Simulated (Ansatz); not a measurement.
# B2H2 (triplet): correlated methods under varied settings at scale of all distances = 0.875

Aim: run B2H2 (triplet) at one geometry under a spread of methods and options, and see what each costs and gives.

Program: Ansatz 0.2.0, Gaussian basis. Level of theory: the settings change from run to run. These are calculated values, not measurements.

19 further runs of the same task are left out: 2 for a mislabelled method, 13 that didn't finish, 4 set aside as unsound or not needed.

## (1) What is computed

The geometry derives from a PBE0/def2-TZVP stationary point (not a proven minimum). All distances are scaled together.

4 atoms, charge 0, spin multiplicity 3.

Atoms are counted from 1 here; the program's logs count them from 0.

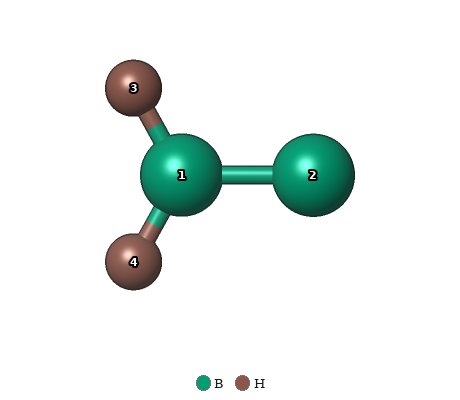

The structure; boron teal, hydrogen brown; atoms are numbered from 1 in the order of the file.

## (2) BCCD(T) on ROHF/cc-pVDZ

Input file in.yaml:

```yaml
crystal:
  periodic: [false, false, false]
  atoms:
    - {symbol: B, position_ang: [0.000000, 0.000000, 0.591174]}
    - {symbol: B, position_ang: [0.000000, 0.000000, -0.795772]}
    - {symbol: H, position_ang: [0.000000, 0.916884, 1.097241]}
    - {symbol: H, position_ang: [0.000000, -0.916884, 1.097241]}
basis:
  gaussian: {orbitals: cc-pVDZ}
magnetization: {spin_polarized: false, initial_magnetization: 2}
correlation: {method: bccd_t, electrons: outside_noble_gas}
scf: {lower_state_search: off}
output: {forces: true}
```

Run with:

```
> ansatz run in.yaml --threads 1 --pin off --events-out ev --progress --plain --max-ram 2393MiB
```

The program printed (excerpt; [...] marks lines left out):

```text
Functional definition: HF
  name "HF"
  cite "Fock, Z. Phys. 61, 126 (1930) doi:10.1007/BF01340294"
  parent pbe
[...]
350 factors; integrals over basis functions are off by at most 5.4e-4 eV
[...]
mean field -1369.49896386 eV, -50.3281586420 hartree, gradient 1.9e-6 eV, S^2 2.000000; 0 other end points of the search recorded, 0 dependent functions left out
2 core orbitals not correlated: weight in the atoms' cores, before any rotation towards them, 1.000 or more for the frozen orbitals, at most 0.000 for the correlated occupied ones
reference -1369.49896386 eV, -50.3281586420 hartree; 5, 3 occupied and 31, 33 virtual orbitals, 350 factors
second order -3.25006883 eV of doubles, -0.03532407 eV of singles
cycle   1  -3.86463750 eV  change   -5.8e-1 eV  update   6.1e-2
[...]
cycle  13  -4.09636266 eV  change    1.0e-6 eV  update   3.8e-7
perturbative correction -0.11689553 eV, -0.0042958314 hartree
[...]
Total energy: -1373.71222204 eV, -50.4829930245 hartree
Atom 0 at     0.000000     0.000000     0.591174 Å, force     0.000000     0.000000     3.519923 eV/Å
Atom 1 at     0.000000     0.000000    -0.795772 Å, force     0.000000     0.000000    -9.401376 eV/Å
Atom 2 at     0.000000     0.916884     1.097241 Å, force    -0.000000     5.084073     2.940727 eV/Å
Atom 3 at     0.000000    -0.916884     1.097241 Å, force    -0.000000    -5.084073     2.940727 eV/Å
Dipole moment:    -0.000000    -0.000000    -0.092252 e Å
Checks for a lower state left out: starts, cluster_reference, orbital_swaps, neighbouring_geometries, increment
```

It took 2.3 s on 1 thread of Arm Neoverse V1, shared host.

From the report: correlation -4.2133 eV; largest double amplitude 0.05.

## (3) CCSD(T) on ROHF/cc-pVDZ

Edit in.yaml of step 2 so:

```diff
@@ -10,4 +10,3 @@
 magnetization: {spin_polarized: false, initial_magnetization: 2}
-correlation: {method: bccd_t, electrons: outside_noble_gas}
-scf: {lower_state_search: off}
-output: {forces: true}
+correlation: {method: ccsd_t, electrons: outside_noble_gas}
+accuracy: high
```

The command is unchanged.

The program printed (excerpt; [...] marks lines left out):

```text
Functional definition: HF
  name "HF"
  cite "Fock, Z. Phys. 61, 126 (1930) doi:10.1007/BF01340294"
  parent pbe
[...]
818 factors; integrals over basis functions are off by at most 2.8e-9 eV
[...]
mean field -1369.49897848 eV, -50.3281591794 hartree, gradient 3.3e-8 eV, S^2 2.000000; 1 other end points of the search recorded, 0 dependent functions left out
[...]
determinant -1369.49897848 eV, -50.3281591794 hartree, with singles and doubles -1373.59939464 eV, -50.4788466941 hartree
determinant -1367.16350590 eV, -50.2423321452 hartree, with singles and doubles -1370.96894945 eV, -50.3821796160 hartree
2 core orbitals not correlated: weight in the atoms' cores, before any rotation towards them, 1.000 or more for the frozen orbitals, at most 0.000 for the correlated occupied ones
reference -1369.49897848 eV, -50.3281591794 hartree; 5, 3 occupied and 31, 33 virtual orbitals, 818 factors
second order -3.25007983 eV of doubles, -0.03532417 eV of singles
cycle   1  -4.10062332 eV  change   -2.1e-4 eV  update   6.4e-4
[...]
cycle  17  -4.10073117 eV  change   1.4e-10 eV  update  7.9e-10
perturbative correction -0.11157891 eV, -0.0041004494 hartree
Total energy: -1373.71128856 eV, -50.4829587197 hartree
```

It took 2 s on 1 thread of Arm Neoverse V1, shared host.

From the report: correlation -4.2123 eV; T1 0.030; largest double amplitude 0.05.

## (4) CISDT/STO-3G

Edit in.yaml of step 3 so:

```diff
@@ -8,5 +8,6 @@
 basis:
-  gaussian: {orbitals: cc-pVDZ}
+  gaussian: {orbitals: STO-3G}
 magnetization: {spin_polarized: false, initial_magnetization: 2}
-correlation: {method: ccsd_t, electrons: outside_noble_gas}
-accuracy: high
+correlation: {active_space: {ras: {orbitals: [5, 2, 5], electrons: 12, max_holes: 3, max_particles: 3}, fixed_orbitals: true}}
+scf: {lower_state_search: light}
+output: {forces: true}
```

Same command.

The program printed (excerpt; [...] marks lines left out):

```text
Functional definition: HF
  name "HF"
  cite "Fock, Z. Phys. 61, 126 (1930) doi:10.1007/BF01340294"
  parent pbe
[...]
153 factors; integrals over basis functions are off by at most 1.9e-4 eV
[...]
mean field -1351.98783133 eV, -49.6846363911 hartree, gradient 1.6e-6 eV, S^2 2.000000; 0 other end points of the search recorded, 0 dependent functions left out
reference -1351.98783133 eV, -49.6846363911 hartree; 7, 5 occupied and 5, 7 virtual orbitals, 153 factors
state -1353.80542890 eV, -49.7514318696 hartree
[...]
Total energy: -1353.80542890 eV, -49.7514318696 hartree
Atom 0 at     0.000000     0.000000     0.591174 Å, force    -0.000000    -0.000000     2.383552 eV/Å
Atom 1 at     0.000000     0.000000    -0.795772 Å, force     0.000000     0.000000    -8.232527 eV/Å
Atom 2 at     0.000000     0.916884     1.097241 Å, force     0.000000     4.655064     2.924487 eV/Å
Atom 3 at     0.000000    -0.916884     1.097241 Å, force    -0.000000    -4.655064     2.924487 eV/Å
Dipole moment:     0.000000    -0.000000    -0.300677 e Å
```

Run time: 0.91 s. Hardware: 1 thread of Arm Neoverse V1, shared host.

From the report: 12,480 determinants.

## (5) NEVPT2(4,4)/def2-SVP

Input file in.yaml:

```yaml
crystal:
  periodic: [false, false, false]
  atoms:
    - {symbol: B, position_ang: [0.000000, 0.000000, 0.591174]}
    - {symbol: B, position_ang: [0.000000, 0.000000, -0.795772]}
    - {symbol: H, position_ang: [0.000000, 0.916884, 1.097241]}
    - {symbol: H, position_ang: [0.000000, -0.916884, 1.097241]}
basis:
  gaussian: {orbitals: def2-SVP}
magnetization: {spin_polarized: false, initial_magnetization: 2}
correlation: {method: sc_nevpt2, electrons: outside_noble_gas, active_space: {window: {electrons: 4, orbitals: 4}, states: [{multiplicity: 3, weights: [1, 0.5]}], root: 0}}
```

Same command.

The program printed:

```text
Functional definition: HF
  name "HF"
  cite "Fock, Z. Phys. 61, 126 (1930) doi:10.1007/BF01340294"
  parent pbe
  exchange = exact_x
  correlation = 0
684 factors; integrals over basis functions are off by at most 2.1e-7 eV
mean field evaluation 1: about -1366.7291 eV, gradient 1.3e1 eV
mean field evaluation 2: about -1366.7319 eV, gradient 1.3e1 eV
mean field evaluation 4: about -1368.1539 eV, gradient 2.2e0 eV
mean field evaluation 8: about -1368.2899 eV, gradient 7.1e-2 eV
mean field -1368.28990363 eV, -50.2837264981 hartree, gradient 2.0e-6 eV, S^2 2.000000; 0 other end points of the search recorded, 0 dependent functions left out
reference -1368.28990363 eV, -50.2837264981 hartree; 7, 5 occupied and 31, 33 virtual orbitals, 684 factors
state -1368.41642332 eV, -50.2883760109 hartree
state -1366.12607269 eV, -50.2042071779 hartree
state -1368.41642332 eV, -50.2883760109 hartree; corrected -1371.69147684 eV, -50.4087320080 hartree
state -1366.12607269 eV, -50.2042071779 hartree; corrected -1369.13694678 eV, -50.3148547597 hartree
Total energy: -1371.69147684 eV, -50.4087320080 hartree
```

It took 0.48 s on 1 thread of Arm Neoverse V1, shared host.

From the report: 8 determinants; active occupations (of the averaged states) 1.98, 1.00, 0.67, 0.34.

## (6) CASSCF(2,3)/cc-pVDZ

Input file in.yaml:

```yaml
crystal:
  periodic: [false, false, false]
  atoms:
    - {symbol: B, position_ang: [0.000000, 0.000000, 0.591174]}
    - {symbol: B, position_ang: [0.000000, 0.000000, -0.795772]}
    - {symbol: H, position_ang: [0.000000, 0.916884, 1.097241]}
    - {symbol: H, position_ang: [0.000000, -0.916884, 1.097241]}
basis:
  gaussian: {orbitals: cc-pVDZ}
magnetization: {spin_polarized: false, initial_magnetization: 2}
correlation: {active_space: {window: {electrons: 2, orbitals: 3}, states: [{multiplicity: 3, weights: [0.5, 0.5, 1]}]}}
scf: {lower_state_search: light}
output: {forces: true}
```

The command is unchanged.

The program printed (excerpt; [...] marks lines left out):

```text
Functional definition: HF
  name "HF"
  cite "Fock, Z. Phys. 61, 126 (1930) doi:10.1007/BF01340294"
  parent pbe
[...]
688 factors; integrals over basis functions are off by at most 2.3e-7 eV
[...]
mean field -1369.49897846 eV, -50.3281591785 hartree, gradient 1.9e-6 eV, S^2 2.000000; 0 other end points of the search recorded, 0 dependent functions left out
reference -1369.49897846 eV, -50.3281591785 hartree; 7, 5 occupied and 31, 33 virtual orbitals, 688 factors
state -1369.38962756 eV, -50.3241406071 hartree
state -1366.87038572 eV, -50.2315601773 hartree
state -1365.73666229 eV, -50.1898966095 hartree
[...]
Total energy: -1366.93333446 eV, -50.2338735009 hartree
Atom 0 at     0.000000     0.000000     0.591174 Å, force    -0.000000     0.000000     5.360332 eV/Å
Atom 1 at     0.000000     0.000000    -0.795772 Å, force     0.000000    -0.000000   -11.483656 eV/Å
Atom 2 at     0.000000     0.916884     1.097241 Å, force    -0.000000     4.857524     3.061662 eV/Å
Atom 3 at     0.000000    -0.916884     1.097241 Å, force     0.000000    -4.857524     3.061662 eV/Å
Dipole moment:    -0.000000    -0.000000    -0.191659 e Å
```

Wall time 0.58 s (1 thread of Arm Neoverse V1, shared host).

From the report: 9 determinants; active occupations (of the averaged states) 0.75, 0.75, 0.50.

## (7) CCSD(T)/cc-pVDZ

Input file in.yaml:

```yaml
crystal:
  periodic: [false, false, false]
  atoms:
    - {symbol: B, position_ang: [0.000000, 0.000000, 0.591174]}
    - {symbol: B, position_ang: [0.000000, 0.000000, -0.795772]}
    - {symbol: H, position_ang: [0.000000, 0.916884, 1.097241]}
    - {symbol: H, position_ang: [0.000000, -0.916884, 1.097241]}
basis:
  gaussian: {orbitals: cc-pVDZ}
magnetization: {spin_polarized: true, initial_magnetization: 2}
hamiltonian: {xc: {name: PBE}}
correlation: {method: ccsd_t, electrons: valence}
scf: {lower_state_search: light}
```

Launched as before.

The program printed (excerpt; [...] marks lines left out):

```text
Functional definition: PBE
  name "PBE"
  cite "Perdew, Burke & Ernzerhof, Phys. Rev. Lett. 77, 3865 (1996) doi:10.1103/PhysRevLett.77.3865"
  parent pbe
[...]
350 factors; integrals over basis functions are off by at most 5.4e-4 eV
[...]
mean field -1376.05823886 eV, -50.5692075525 hartree, gradient 4.0e-6 eV, S^2 2.003442; 1 other end points of the search recorded, 0 dependent functions left out
2 core orbitals not correlated: weight in the atoms' cores, before any rotation towards them, 1.000 or more for the frozen orbitals, at most 0.000 for the correlated occupied ones
reference -1369.16034840 eV, -50.3157147534 hartree; 5, 3 occupied and 31, 33 virtual orbitals, 350 factors
second order -3.53932368 eV of doubles, -0.19985234 eV of singles
cycle   1  -4.19274972 eV  change   -4.5e-1 eV  update   5.3e-2
[...]
cycle  10  -4.38188057 eV  change   -2.7e-6 eV  update   6.7e-6
perturbative correction -0.12415050 eV, -0.0045624467 hartree
Total energy: -1373.66637946 eV, -50.4813083408 hartree
```

Wall time 1.3 s (1 thread of Arm Neoverse V1, shared host).

From the report: ⟨S²⟩ of the determinant 2.003 (pure triplet: 2.00); correlation -4.5060 eV; T1 0.024; largest double amplitude 0.05. The orbitals are Kohn-Sham ones, so correlation energy and T1 don't compare with those on Hartree-Fock orbitals.

## (8) BCCD(T) on UHF/def2-SVPD

Edit in.yaml of step 7 so:

```diff
@@ -8,6 +8,5 @@
 basis:
-  gaussian: {orbitals: cc-pVDZ}
+  gaussian: {orbitals: def2-SVPD, fitting: {mean_field: def2-universal-jkfit}}
 magnetization: {spin_polarized: true, initial_magnetization: 2}
-hamiltonian: {xc: {name: PBE}}
-correlation: {method: ccsd_t, electrons: valence}
-scf: {lower_state_search: light}
+correlation: {method: bccd_t, electrons: valence, diis_vectors: 12}
+output: {forces: true}
```

Same command.

The program printed (excerpt; [...] marks lines left out):

```text
Functional definition: HF
  name "HF"
  cite "Fock, Z. Phys. 61, 126 (1930) doi:10.1007/BF01340294"
  parent pbe
[...]
186 factors; integrals over basis functions are off by at most 1.6e-1 eV
[...]
mean field -1368.37802722 eV, -50.2869649805 hartree, gradient 1.0e-6 eV, S^2 2.005268; 2 other end points of the search recorded, 0 dependent functions left out
determinant -1368.37802722 eV, -50.2869649805 hartree, with singles and doubles -1372.63938707 eV, -50.4435670664 hartree
determinant -1366.05816658 eV, -50.2017116743 hartree, with singles and doubles -1370.04726781 eV, -50.3483084407 hartree
determinant -1365.05785961 eV, -50.1649510713 hartree, with singles and doubles -1369.33038457 eV, -50.3219634673 hartree
2 core orbitals not correlated: weight in the atoms' cores, before any rotation towards them, 1.000 or more for the frozen orbitals, at most 0.000 for the correlated occupied ones
reference -1368.37802722 eV, -50.2869649805 hartree; 5, 3 occupied and 49, 51 virtual orbitals, 186 factors
second order -3.46522188 eV of doubles, -0.00000000 eV of singles
cycle   1  -4.25218026 eV  change   -1.9e-1 eV  update   2.1e-2
[...]
cycle  12  -4.26732511 eV  change   -1.5e-7 eV  update   5.3e-7
perturbative correction -0.13206876 eV, -0.0048534375 hartree
[...]
Total energy: -1372.77742109 eV, -50.4486397232 hartree
Atom 0 at     0.000000     0.000000     0.591174 Å, force     0.000000     0.000000     3.376532 eV/Å
Atom 1 at     0.000000     0.000000    -0.795772 Å, force    -0.000000    -0.000000    -9.003665 eV/Å
Atom 2 at     0.000000     0.916884     1.097241 Å, force    -0.000000     4.860959     2.813566 eV/Å
Atom 3 at     0.000000    -0.916884     1.097241 Å, force    -0.000000    -4.860959     2.813566 eV/Å
Dipole moment:     0.000000    -0.000000    -0.104378 e Å
```

It took 4.7 s on 1 thread of Arm Neoverse V1, shared host.

From the report: ⟨S²⟩ of the determinant 2.005 (pure triplet: 2.00); correlation -4.3994 eV; largest double amplitude 0.04.

## (9) MRCISD+Q(6,8)/STO-3G

Input file in.yaml:

```yaml
crystal:
  periodic: [false, false, false]
  atoms:
    - {symbol: B, position_ang: [0.000000, 0.000000, 0.591174]}
    - {symbol: B, position_ang: [0.000000, 0.000000, -0.795772]}
    - {symbol: H, position_ang: [0.000000, 0.916884, 1.097241]}
    - {symbol: H, position_ang: [0.000000, -0.916884, 1.097241]}
basis:
  gaussian: {orbitals: STO-3G}
magnetization: {spin_polarized: false, initial_magnetization: 2}
hamiltonian: {pseudopotentials: {relativity: scalar}}
correlation: {method: fic_mrcisd_q, electrons: outside_noble_gas, active_space: {window: {electrons: 6, orbitals: 8}}}
accuracy: high
```

Same command.

The program printed (excerpt; [...] marks lines left out):

```text
Functional definition: HF
  name "HF"
  cite "Fock, Z. Phys. 61, 126 (1930) doi:10.1007/BF01340294"
  parent pbe
[...]
189 factors; integrals over basis functions are off by at most 1.4e-8 eV
[...]
mean field -1352.25759611 eV, -49.6945500640 hartree, gradient 6.7e-8 eV, S^2 2.000000; 0 other end points of the search recorded, 0 dependent functions left out
reference -1352.25759611 eV, -49.6945500640 hartree; 7, 5 occupied and 5, 7 virtual orbitals, 189 factors
state -1353.50060456 eV, -49.7402297819 hartree
contracted CI cycle   1: correlation 0.00000000 eV, 0.0000000000 hartree, residual 5.33e0 eV
contracted CI cycle   2: correlation -0.55139402 eV, -0.0202633566 hartree, residual 9.86e-1 eV
contracted CI cycle   3: correlation -0.57166317 eV, -0.0210082339 hartree, residual 2.08e-1 eV
contracted CI cycle   4: correlation -0.57257473 eV, -0.0210417333 hartree, residual 4.62e-2 eV
contracted CI cycle   5: correlation -0.57262485 eV, -0.0210435752 hartree, residual 8.98e-3 eV
contracted CI cycle   6: correlation -0.57262651 eV, -0.0210436360 hartree, residual 1.79e-3 eV
contracted CI cycle   7: correlation -0.57262658 eV, -0.0210436385 hartree, residual 3.22e-4 eV
contracted CI cycle   8: correlation -0.57262658 eV, -0.0210436386 hartree, residual 6.28e-5 eV
contracted CI cycle   9: correlation -0.57262658 eV, -0.0210436386 hartree, residual 1.29e-5 eV
contracted CI cycle  10: correlation -0.57262658 eV, -0.0210436386 hartree, residual 2.19e-6 eV
state -1353.50060456 eV, -49.7402297819 hartree; corrected -1354.08103743 eV, -49.7615602965 hartree
Total energy: -1354.08103743 eV, -49.7615602965 hartree
Relativity: scalar
```

Wall time 6.5 s (1 thread of Arm Neoverse V1, shared host).

From the report: 1,560 determinants; active occupations 1.98, 1.96, 1.00, 0.99, 0.03, 0.02, 0.01, 0.01.

## (10) CISD/STO-3G

Edit in.yaml of step 9 so:

```diff
@@ -10,4 +10,4 @@
 magnetization: {spin_polarized: false, initial_magnetization: 2}
-hamiltonian: {pseudopotentials: {relativity: scalar}}
-correlation: {method: fic_mrcisd_q, electrons: outside_noble_gas, active_space: {window: {electrons: 6, orbitals: 8}}}
+correlation: {active_space: {ras: {orbitals: [3, 2, 5], electrons: 8, max_holes: 2, max_particles: 2}, fixed_orbitals: true}}
 accuracy: high
+output: {forces: true}
```

Launched as before.

The program printed (excerpt; [...] marks lines left out):

```text
Functional definition: HF
  name "HF"
  cite "Fock, Z. Phys. 61, 126 (1930) doi:10.1007/BF01340294"
  parent pbe
[...]
189 factors; integrals over basis functions are off by at most 2.4e-8 eV
[...]
mean field -1351.98796826 eV, -49.6846414231 hartree, gradient 6.7e-8 eV, S^2 2.000000; 0 other end points of the search recorded, 0 dependent functions left out
reference -1351.98796826 eV, -49.6846414231 hartree; 7, 5 occupied and 5, 7 virtual orbitals, 189 factors
state -1353.73063844 eV, -49.7486833709 hartree
[...]
Total energy: -1353.73063844 eV, -49.7486833709 hartree
Atom 0 at     0.000000     0.000000     0.591174 Å, force    -0.000000    -0.000000     2.375062 eV/Å
Atom 1 at     0.000000     0.000000    -0.795772 Å, force     0.000000    -0.000000    -8.207486 eV/Å
Atom 2 at     0.000000     0.916884     1.097241 Å, force     0.000000     4.631221     2.916212 eV/Å
Atom 3 at     0.000000    -0.916884     1.097241 Å, force    -0.000000    -4.631221     2.916212 eV/Å
Dipole moment:     0.000000    -0.000000    -0.305328 e Å
```

Wall time 0.24 s (1 thread of Arm Neoverse V1, shared host).

From the report: 616 determinants.

## (11) All runs side by side

Where basis and cores are those of an earlier UCCSDT(Q)/cc-pVDZ run (-1373.7447 eV), and the state is the same kind, the miss against it is given.

```csv
level,correlated,functions,energy (eV),from UCCSDT(Q) (meV),time
BCCD(T) on ROHF/cc-pVDZ,outside noble gas,38,-1373.7122,32.5,2.3 s
CCSD(T) on ROHF/cc-pVDZ,outside noble gas,38,-1373.7113,33.4,2 s
CISDT/STO-3G,all,12,-1353.8054,,0.91 s
"NEVPT2(4,4)/def2-SVP (lowest root of an average)",outside noble gas,38,-1371.6915,,0.48 s
"CASSCF(2,3)/cc-pVDZ (mean of several states)",,38,-1366.9333,,0.58 s
CCSD(T)/cc-pVDZ (on PBE orbitals),valence,38,-1373.6664,78.3,1.3 s
BCCD(T) on UHF/def2-SVPD,valence,56,-1372.7774,,4.7 s
"MRCISD+Q(6,8)/STO-3G (relativity set)",outside noble gas,12,-1354.0810,,6.5 s
CISD/STO-3G,outside noble gas,12,-1353.7306,,0.24 s
```

## (12) Results

```
quantity                                         value
    runs                                             9
quickest                           CISD/STO-3G, 0.24 s
 slowest  MRCISD+Q(6,8)/STO-3G (relativity set), 6.5 s
```

What this shows: Total energies in different bases, with other cores or another treatment of relativity can't be set against each other. MRCISD+Q(6,8)/STO-3G (relativity set) took 27 times as long as CISD/STO-3G; the jobs differ in more than the method. Among the correlated runs with a miss given, it spans +32 to +78 meV. Cores frozen from Kohn-Sham orbitals shift the total energy.
